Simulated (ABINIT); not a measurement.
# Quasiparticle gap of BP (F-43m) in ABINIT, part 2 of 3

How does a plane-wave GW calculation on BP (F-43m) run from the first input to the gap?

ABINIT 10.8.3; LDA and many-body steps on it, plane waves. Known limits of the many-body steps: not at the basis limit.

So far. Step 2 (Ground state): The gap is indirect, with the least direct gap 2.16 eV higher.

**3. Bands along the symmetry lines**

Level of this step: DFT, LDA, plane waves, norm-conserving pseudopotentials (ABINIT).

The cheap functional maps the bands first; the places of the edges decide which points the dearer methods must see.

File run.abi:

```
acell 3*1.0 Angstrom
rprim 
  0.000000000000 2.269000000000 2.269000000000
  2.269000000000 0.000000000000 2.269000000000
  2.269000000000 2.269000000000 0.000000000000
ntypat 2
znucl 5 15
natom 2
typat 1 2
xred 
  0.000000000000 0.000000000000 0.000000000000
  0.250000000000 0.250000000000 0.250000000000
pp_dirpath "pseudos"
pseudos "B.upf, P.upf"
ecut 34
iscf -2
irdden 1
kptopt 0
nkpt 50
kpt 
  0.00000000 0.00000000 0.00000000
  -0.06250000 -0.06250000 0.00000000
  -0.12500000 -0.12500000 0.00000000
  -0.18750000 -0.18750000 0.00000000
  -0.25000000 -0.25000000 0.00000000
  -0.31250000 -0.31250000 0.00000000
  -0.37500000 -0.37500000 0.00000000
  -0.43750000 -0.43750000 0.00000000
  -0.50000000 -0.50000000 0.00000000
  -0.48437500 -0.48437500 0.03125000
  -0.46875000 -0.46875000 0.06250000
  -0.45312500 -0.45312500 0.09375000
  -0.43750000 -0.43750000 0.12500000
  -0.42187500 -0.42187500 0.15625000
  -0.40625000 -0.40625000 0.18750000
  -0.39062500 -0.39062500 0.21875000
  -0.37500000 -0.37500000 0.25000000
  -0.37500000 0.00000000 0.37500000
  -0.32812500 0.00000000 0.32812500
  -0.28125000 0.00000000 0.28125000
  -0.23437500 0.00000000 0.23437500
  -0.18750000 0.00000000 0.18750000
  -0.14062500 0.00000000 0.14062500
  -0.09375000 0.00000000 0.09375000
  -0.04687500 0.00000000 0.04687500
  0.00000000 0.00000000 0.00000000
  0.00000000 0.00000000 0.06250000
  0.00000000 0.00000000 0.12500000
  0.00000000 0.00000000 0.18750000
  0.00000000 0.00000000 0.25000000
  0.00000000 0.00000000 0.31250000
  0.00000000 0.00000000 0.37500000
  0.00000000 0.00000000 0.43750000
  0.00000000 0.00000000 0.50000000
  -0.06250000 -0.03125000 0.46875000
  -0.12500000 -0.06250000 0.43750000
  -0.18750000 -0.09375000 0.40625000
  -0.25000000 -0.12500000 0.37500000
  -0.31250000 -0.15625000 0.34375000
  -0.37500000 -0.18750000 0.31250000
  -0.43750000 -0.21875000 0.28125000
  -0.50000000 -0.25000000 0.25000000
  -0.50000000 -0.28125000 0.21875000
  -0.50000000 -0.31250000 0.18750000
  -0.50000000 -0.34375000 0.15625000
  -0.50000000 -0.37500000 0.12500000
  -0.50000000 -0.40625000 0.09375000
  -0.50000000 -0.43750000 0.06250000
  -0.50000000 -0.46875000 0.03125000
  -0.50000000 -0.50000000 0.00000000
istwfk *1
nband 14
nbdbuf 5
tolwfr 1e-07
nstep 50
prtwf 0
prtvol 0
indata_prefix "in"
outdata_prefix "out"
tmpdata_prefix "tmp"
```

Run with:

```
OMP_NUM_THREADS=1 mpirun -n 4 abinit run.abi > log
```

Numbers of over 12 decimals in the logs are rounded to 6 here.

The log of the run:

```text
.Version 10.8.3 of ABINIT. v10.8.2 released Aug 2026.

 Symmetries : space group F-4 3 m (#216); Bravais cF (face-center cubic)
[... echo of the input left out ...]
== DATASET  1 ==================================================================
-   mpi_nproc: 4, omp_nthreads: 1 (-1 if OMP is not activated)

--- !DatasetInfo
iteration_state: {dtset: 1, }
dimensions: {natom: 2, nkpt: 50, mband: 14, nsppol: 1, nspinor: 1, nspden: 1, mpw: 1524, }
cutoff_energies: {ecut:  34.0, pawecutdg:  -1.0, }
electrons: {nelect:   8.00000000E+00, charge:   0.00000000E+00, occopt:   1.00000000E+00, tsmear:   1.00000000E-02, }

 Real(R)+Recip(G) space primitive vectors, cartesian coordinates (Bohr,Bohr^-1):
 R(1)=  0.0000000  4.2877886  4.2877886  G(1)= -0.1166102  0.1166102  0.1166102
 R(2)=  4.2877886  0.0000000  4.2877886  G(2)=  0.1166102 -0.1166102  0.1166102
 R(3)=  4.2877886  4.2877886  0.0000000  G(3)=  0.1166102  0.1166102 -0.1166102
 Unit cell volume ucvol=  1.5766311E+02 bohr^3
 Angles (23,13,12)=  6.00000000E+01  6.00000000E+01  6.00000000E+01 degrees

 getcut: wavevector=  0.0000  0.0000  0.0000  ngfft=  32  32  32
         ecut(hartree)=     34.000   => boxcut(ratio)=   2.01047

--- Pseudopotential description ------------------------------------------------
- B Generated using ONCVPSP code by D. R. Hamann
-  5.00000   3.00000  180309                  znucl, zion, pspdat
12 -1012 1 -1 1498                            pspcod,pspxc,lmax,lloc,mmax
     nproj     2     2     0
  pspatm : epsatm=    3.19369156
         --- l  ekb(1:nproj) -->
             0    8.437831    1.245441
             1   -3.670611   -0.766497
 pspatm: atomic psp has been read  and splines computed

- P Generated using ONCVPSP code by D. R. Hamann
- 15.00000   5.00000  180309                  znucl, zion, pspdat
12 -1012 2 -1 1298                            pspcod,pspxc,lmax,lloc,mmax
     nproj     2     2     2
  pspatm : epsatm=    7.03163270
         --- l  ekb(1:nproj) -->
             0    6.795192    1.078292
[...]
pspatm: atomic psp has been read  and splines computed

--------------------------------------------------------------------------------

================================================================================
 prteigrs : about to open file out_EIG
 Non-SCF case, kpt    1 (  0.00000  0.00000  0.00000), residuals and eigenvalues=
  2.33E-08  4.99E-08  9.13E-08  3.15E-08  3.07E-08  4.41E-08  3.36E-08  8.24E-09
  6.34E-08  3.30E-08  2.98E-08  4.12E-08  5.79E-08  6.34E-08
 -2.9912E-01  2.6676E-01  2.6676E-01  2.6676E-01  3.9121E-01  3.9121E-01
  3.9121E-01  5.3650E-01  6.8092E-01  7.1072E-01  7.1072E-01  8.3855E-01
  8.3855E-01  8.3855E-01
 Non-SCF case, kpt    2 ( -0.06250 -0.06250  0.00000), residuals and eigenvalues=
  3.66E-08  2.26E-08  1.48E-08  2.64E-08  3.45E-08  3.63E-08  5.93E-08  3.89E-08
[...]
8.4531E-01  8.6524E-01
 Non-SCF case, kpt    3 ( -0.12500 -0.12500  0.00000), residuals and eigenvalues=
  3.59E-08  8.01E-08  4.76E-08  6.79E-08  3.83E-08  3.31E-08  2.86E-08  2.25E-08
[...]
8.6548E-01  9.0484E-01
[...]
Non-SCF case, kpt   49 ( -0.50000 -0.46875  0.03125), residuals and eigenvalues=
[...]
9.5415E-01  1.1045E+00
 Non-SCF case, kpt   50 ( -0.50000 -0.50000  0.00000), residuals and eigenvalues=
[...]
9.3963E-01  1.1007E+00

--- !ResultsGS
iteration_state: {dtset: 1, }
comment   : Summary of ground state results
lattice_vectors:
- [  0.0000000,   4.2877886,   4.2877886, ]
- [  4.2877886,   0.0000000,   4.2877886, ]
- [  4.2877886,   4.2877886,   0.0000000, ]
lattice_lengths: [   6.06385,    6.06385,    6.06385, ]
lattice_angles: [ 60.000,  60.000,  60.000, ] # degrees, (23, 13, 12)
lattice_volume:   1.5766311E+02
convergence: {deltae:  0.000E+00, res2:  0.000E+00, residm:  9.928E-08, diffor:  0.000E+00, }
etotal    :  -9.94533338E+00
entropy   :   0.00000000E+00
fermie    :   2.66764467E-01
cartesian_stress_tensor: null
pressure_GPa: null
xred      :
- [  0.0000E+00,   0.0000E+00,   0.0000E+00,  B]
- [  2.5000E-01,   2.5000E-01,   2.5000E-01,  P]
cartesian_forces: null
force_length_stats: {min: null, max: null, mean: null, }

 Integrated electronic density in atomic spheres:
 ------------------------------------------------
 Atom  Sphere_radius  Integrated_density
[...]
================================================================================

 ----iterations are completed or convergence reached----

 Mean square residual over all n,k,spin=   45.066E-09; max=  99.278E-09
 reduced coordinates (array xred) for    2 atoms
       0.000000000000      0.000000000000      0.000000000000
       0.250000000000      0.250000000000      0.250000000000

 cartesian coordinates (angstrom) at end:
    1      0.000000     0.000000     0.000000
    2      1.134500     1.134500     1.134500
 length scales=  1.889726125908  1.889726125908  1.889726125908 bohr
              =  1.000000000000  1.000000000000  1.000000000000 angstroms
 prteigrs : about to open file out_EIG
 Eigenvalues (hartree) for nkpt=  50  k points:
 kpt#   1, nband= 14, wtk=  1.00000, kpt=  0.0000  0.0000  0.0000 (reduced coord)
[...]
kpt#   2, nband= 14, wtk=  1.00000, kpt= -0.0625 -0.0625  0.0000 (reduced coord)
[...]
kpt#   3, nband= 14, wtk=  1.00000, kpt= -0.1250 -0.1250  0.0000 (reduced coord)
[...]
kpt#  49, nband= 14, wtk=  1.00000, kpt= -0.5000 -0.4687  0.0313 (reduced coord)
  -0.12143   -0.04451    0.11341    0.11349    0.31938    0.32871    0.70084    0.70447
   0.80853    0.86211    0.90769    0.93886    0.95415    1.10453
 kpt#  50, nband= 14, wtk=  1.00000, kpt= -0.5000 -0.5000  0.0000 (reduced coord)
  -0.12178   -0.04508    0.11594    0.11594    0.31518    0.32410    0.70559    0.70559
   0.81688    0.87170    0.92061    0.92061    0.93963    1.10067

== END DATASET(S) ==============================================================
================================================================================

 -outvars: echo values of variables after computation  --------
            nband          14
             nkpt          50
          spgroup         216
 [... the other variables as echoed above ...]

 Calculation completed.
```

Elapsed: 3.2 s, on 4 MPI ranks of Arm Neoverse V2, shared host; peak memory 0.25 GiB; 12 s of CPU time.

This step gave:

| Item | Value |
| --- | --- |
| gap | 1.211 eV |
| k of the valence top | 0, 0, 0 |
| k of the conduction bottom | -0.4375, -0.4375, 0 |
| least direct gap | 3.386 eV |

The gap is 1.211 eV, −0.018 eV from the run before at this level.

Electronic bands along the path, in eV, zero at the top of the highest filled band; v1 is the highest filled band, c1 the lowest empty one:

```csv
point,v4,v3,v2,v1,c1,c2,c3,c4
Γ,-15.40,0.00,0.00,0.00,3.39,3.39,3.39,7.34
X,-10.57,-8.49,-4.10,-4.10,1.32,1.56,11.94,11.94
U,-10.56,-8.06,-6.24,-3.49,2.09,5.92,9.63,10.51
jump to K,-10.56,-8.06,-6.24,-3.49,2.09,5.92,9.63,10.51
Γ,-15.40,0.00,0.00,0.00,3.39,3.39,3.39,7.34
L,-12.07,-9.01,-1.75,-1.75,3.77,4.68,4.68,9.94
W,-10.29,-7.94,-5.68,-5.49,5.25,6.67,7.16,7.45
X,-10.57,-8.49,-4.10,-4.10,1.32,1.56,11.94,11.94
```

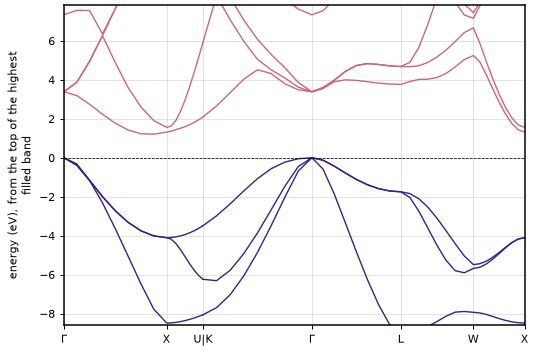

Electronic bands along the path; lines of filled and empty bands in two colours.

**4. Empty states on the mesh, 6×6×6 mesh, 140 bands**

The sums over transitions need many empty states on a uniform mesh; this step solves for them.

File run.abi:

```
acell 3*1.0 Angstrom
rprim 
  0.000000000000 2.269000000000 2.269000000000
  2.269000000000 0.000000000000 2.269000000000
  2.269000000000 2.269000000000 0.000000000000
ntypat 2
znucl 5 15
natom 2
typat 1 2
xred 
  0.000000000000 0.000000000000 0.000000000000
  0.250000000000 0.250000000000 0.250000000000
pp_dirpath "pseudos"
pseudos "B.upf, P.upf"
ecut 34
ngkpt 6 6 6
nshiftk 1
shiftk 0 0 0
kptopt 1
chksymbreak 0
irdden 1
istwfk *1
nband 140
prtvol 0
optdriver 6
gwr_task "HDIAGO"
paral_kgb 0
occopt 1
indata_prefix "in"
outdata_prefix "out"
tmpdata_prefix "tmp"
```

The log of the run:

```text
[banner, memory and clock lines left out]
.Version 10.8.3 of ABINIT. v10.8.2 released Aug 2026.

 Symmetries : space group F-4 3 m (#216); Bravais cF (face-center cubic)
[... echo of the input left out ...]
== DATASET  1 ==================================================================
-   mpi_nproc: 4, omp_nthreads: 1 (-1 if OMP is not activated)

--- !DatasetInfo
iteration_state: {dtset: 1, }
dimensions: {natom: 2, nkpt: 16, mband: 140, nsppol: 1, nspinor: 1, nspden: 1, mpw: 1524, }
cutoff_energies: {ecut:  34.0, pawecutdg:  -1.0, }
electrons: {nelect:   8.00000000E+00, charge:   0.00000000E+00, occopt:   1.00000000E+00, tsmear:   1.00000000E-02, }

.Using double precision arithmetic; gwpc =  8

- Reading GS density from: in_DEN

--- Pseudopotential description ------------------------------------------------
- B Generated using ONCVPSP code by D. R. Hamann
-  5.00000   3.00000  180309                  znucl, zion, pspdat
12 -1012 1 -1 1498                            pspcod,pspxc,lmax,lloc,mmax
     nproj     2     2     0
  pspatm : epsatm=    3.19369156
         --- l  ekb(1:nproj) -->
             0    8.437831    1.245441
             1   -3.670611   -0.766497
 pspatm: atomic psp has been read  and splines computed

- P Generated using ONCVPSP code by D. R. Hamann
- 15.00000   5.00000  180309                  znucl, zion, pspdat
12 -1012 2 -1 1298                            pspcod,pspxc,lmax,lloc,mmax
     nproj     2     2     2
  pspatm : epsatm=    7.03163270
         --- l  ekb(1:nproj) -->
             0    6.795192    1.078292
             1    3.452929    0.907117
             2   -3.024864   -0.802189
 pspatm: atomic psp has been read  and splines computed

   8.18025940E+01                                ecore*ucvol(ha*bohr**3)

 Total charge density [el/Bohr^3]
)     Maximum=    1.4328E-01  at reduced coord.    0.1563    0.1563    0.5313
)     Minimum=    9.3231E-04  at reduced coord.    0.2500    0.2500    0.2500
   Integrated=    8.0000E+00

 === KS gaps after direct diagonalization ===
 Indirect band gap semiconductor
 Fundamental gap:     1.318 (eV)
   VBM:     7.259 (eV) at k: [ 0.0000E+00,  0.0000E+00,  0.0000E+00]
   CBM:     8.577 (eV) at k: [ 5.0000E-01,  5.0000E-01,  0.0000E+00]
 Direct gap:         3.386 (eV) at k: [ 0.0000E+00,  0.0000E+00,  0.0000E+00]

== END DATASET(S) ==============================================================

 -outvars: echo values of variables after computation  --------
           etotal      0.0000000000E+00
            nband         140
             nkpt          16
          spgroup         216
 [... the other variables as echoed above ...]

 Calculation completed.
```

The job ended after 13 s (4 MPI ranks; peak memory 0.74 GiB; 50 s of CPU time).

This step gave:

* gap: 1.318 eV
* k of the valence top: 0, 0, 0
* k of the conduction bottom: 0.5, 0.5, 0
* least direct gap: 3.386 eV
* k points computed: 16
* lowest point of the top converged band, above the valence top: 159.4003 eV

On this mesh the gap is 1.318 eV. The earlier step found 1.229 eV, so this mesh misses an edge.

**5. Screening, 6×6×6 mesh, 132 bands, screening to 244.9 eV**

The RPA dielectric matrix is built and inverted for each q.

This step: RPA screening on LDA, plane waves, norm-conserving pseudopotentials.

Edit run.abi of step 4 so:

```diff
@@ -20,10 +20,11 @@
 chksymbreak 0
-irdden 1
 istwfk *1
-nband 140
-prtvol 0
-optdriver 6
-gwr_task "HDIAGO"
-paral_kgb 0
 occopt 1
+irdwfk 1
+optdriver 3
+nband 132
+ecuteps 9
+inclvkb 2
+awtr 1
+symchi 1
 indata_prefix "in"
```

The log of the run:

```text
.Version 10.8.3 of ABINIT. v10.8.2 released Aug 2026.

 Symmetries : space group F-4 3 m (#216); Bravais cF (face-center cubic)
[... echo of the input left out ...]
== DATASET  1 ==================================================================
-   mpi_nproc: 4, omp_nthreads: 1 (-1 if OMP is not activated)

--- !DatasetInfo
iteration_state: {dtset: 1, }
dimensions: {natom: 2, nkpt: 16, mband: 132, nsppol: 1, nspinor: 1, nspden: 1, mpw: 1524, }
cutoff_energies: {ecut:  34.0, pawecutdg:  -1.0, }
electrons: {nelect:   8.00000000E+00, charge:   0.00000000E+00, occopt:   1.00000000E+00, tsmear:   1.00000000E-02, }

 SCREENING: Calculation of the susceptibility and dielectric matrices

 Based on a program developped by R.W. Godby, V. Olevano, G. Onida, and L. Reining.
 Incorporated in ABINIT by V. Olevano, G.-M. Rignanese, and M. Torrent.
.Using double precision arithmetic ; gwpc =  8

[... cell and pseudopotentials left out ...]
--------------------------------------------------------------------------------

 ==== K-mesh for the wavefunctions ====
 Number of points in the irreducible wedge :    16
[... list of points left out ...]
 Together with 24 symmetry operations and time-reversal symmetry
 yields   216 points in the full Brillouin Zone.

 ==== Q-mesh for the screening function ====
 Number of points in the irreducible wedge :    16
[... list of points left out ...]
 Together with 24 symmetry operations and time-reversal symmetry
 yields   216 points in the full Brillouin Zone.

 setmesh: FFT mesh size selected  =    24x   24x   24
          total number of points  =        13824

 vcoul_init : cutoff-mode = AUXILIARY_FUNCTION
 q-points for optical limit:   1
     1)      0.000010    0.000020    0.000030

- screening: taking advantage of time-reversal symmetry
- Maximum band index for partially occupied states nbvw = 4
- Remaining bands to be divided among processors   nbcw = 128
- Number of bands treated by each node ~32

 Number of electrons calculated from density =    8.0000; Expected =    8.0000
 average of density, n =  0.050741
 r_s =    1.6757
 omega_plasma =   21.7288 [eV]

 calculating chi0 at frequencies [eV] :
  1    0.000000E+00    0.000000E+00
  2    0.000000E+00    2.172879E+01

--------------------------------------------------------------------------------
  q-point number  1        q = ( 0.000000, 0.000000, 0.000000) [r.l.u.]
--------------------------------------------------------------------------------
[... chi0 elements left out ...]
 For q-point:  0.000010 0.000020 0.000030
  dielectric constant =   9.8916
  dielectric constant without local fields =  10.8133

  Average fulfillment of the sum rule on Im[epsilon] for q-point    1 :     93.25  [%]
[... wings left out ...]
  q-point number  2        q = ( 0.166667, 0.000000, 0.000000) [r.l.u.]
--------------------------------------------------------------------------------
[... chi0 elements left out ...]
  Average fulfillment of the sum rule on Im[epsilon] for q-point    2 :     95.32  [%]

 [... 14 further q-points ...]
```

The job ended after 46 s (4 MPI ranks; peak memory 0.89 GiB).

This step gave:

```
ε∞ with local fields, on this mesh, along the program's q direction : 9.892
the same without local fields                                       : 10.81
plasma frequency                                                    : 21.73 eV
plane waves in the screening matrix                                 : 181
```

Local fields lower ε∞ by 9 %.

[end of part 2 of 3]

[Paths, hosts, dates, memory and timing lines, banners, echoed tables and standing remarks are left out of the program output.]

[Logs are printed without paths, hosts, clocks, repeated set-up lines and the standing remarks that a program may print on its own settings, such as how far it seeks lower states.]

[Runs of the session that timed out or met a known fault of the program may be left out.]

[Hosts, paths, dates, database ids (printed as entryN), source tags and the programs' standing remarks are cut or masked in the printed files.]

[G0W0 gaps are taken among the corrected bands and points alone; a level outside them can change the order at an edge.]

[Where Ansatz stands beside ABINIT at settings called matched, ABINIT's density can come from a denser mesh and the files from another edition; pairs whose starting gaps differed by over 0.03 eV were left out, so agreement reads better than it is.]
